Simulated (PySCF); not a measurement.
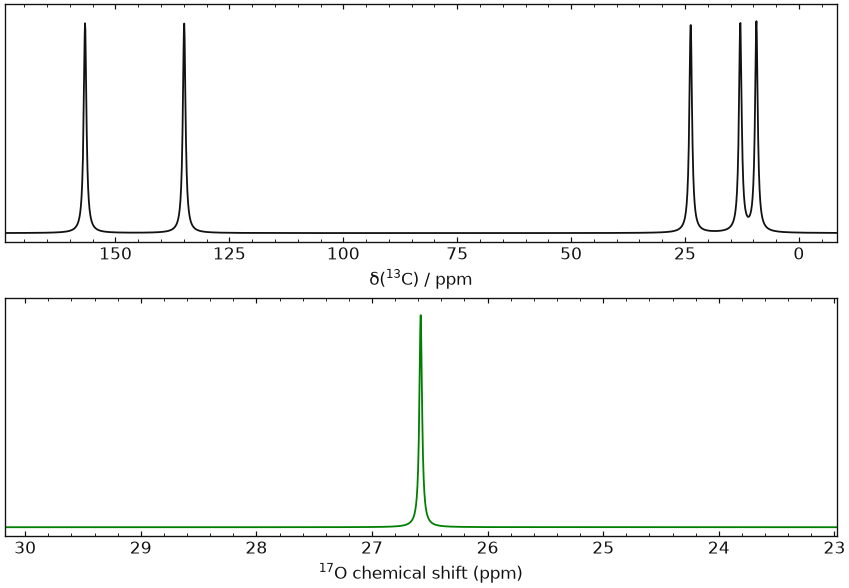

GIAO shifts, PBE0/pcSseg-1 with PySCF 2.14.0, at a PBE0-D3(BJ)/def2-SVP geometry (no frequency check), against TMS for ¹³C and H₂O for ¹⁷O computed at the same level (¹⁷O: a single water molecule, while the usual scale starts at liquid water and gives values some tens of ppm lower). Gas phase, fully decoupled, line heights follow the number of nuclei, widths are arbitrary (no quadrupolar broadening); values of one conformer, averaged over methyl-type rotors and exact or near symmetry; other conformers aren't averaged in.

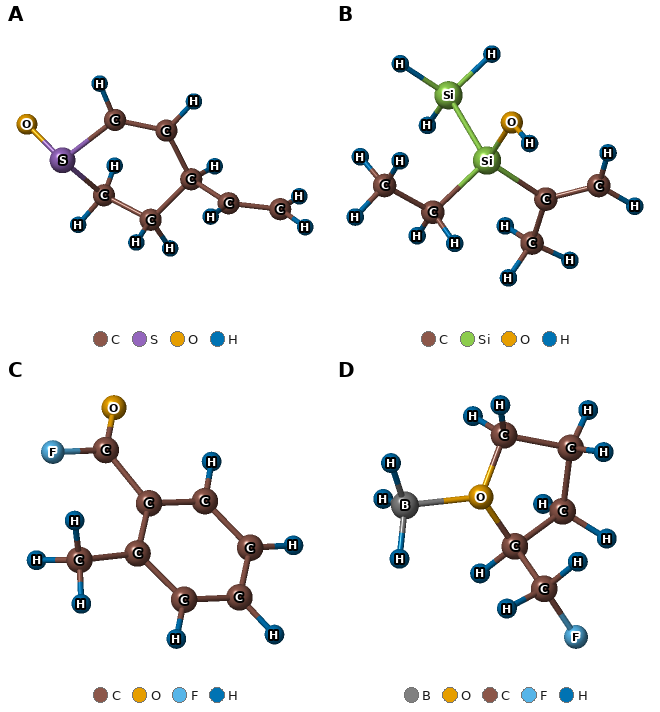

### Which molecule was computed? The candidates are drawn in the second picture.

Structure B, C₅H₁₄OSi₂, SMILES C=C(C)[Si@@](O)([SiH3])CC. Its ¹³C signals: 156.7 (1 C), 134.9 (1 C), 23.7 (1 C), 12.9 (1 C), 9.3 (1 C) ppm. Its ¹⁷O signals: 26.6 (1 O) ppm.
